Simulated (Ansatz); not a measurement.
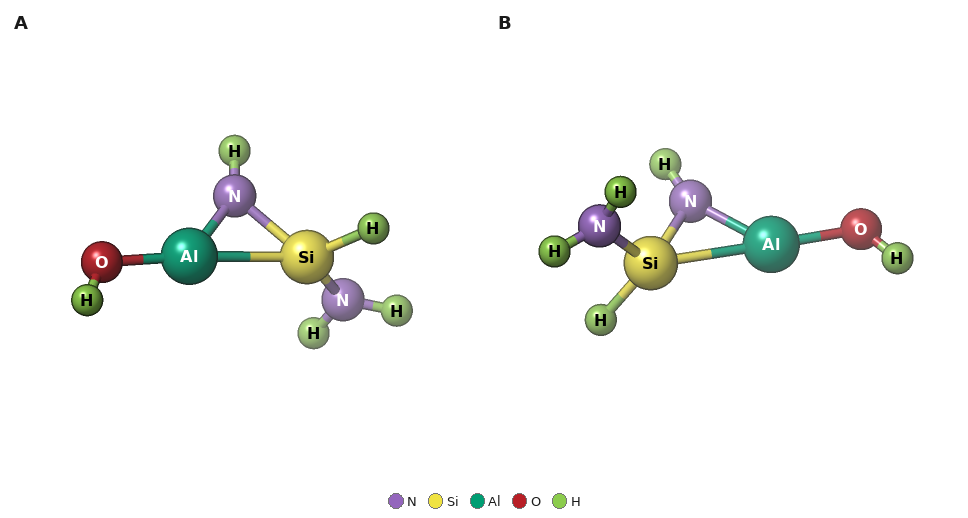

Distant atoms are faded towards the background colour. The geometry was computed by an optimisation with PBE-D4/def2-SVP. No frequency run is at hand to confirm it as a minimum.

Can A be turned into B by a rotation alone?

Yes. They are the same structure, AlH5N2OSi (N[Si@H]1[NH][Al]1[OH]), seen from two directions: a rotation takes one into the other. The geometry is chiral (C1), so its mirror image would differ.
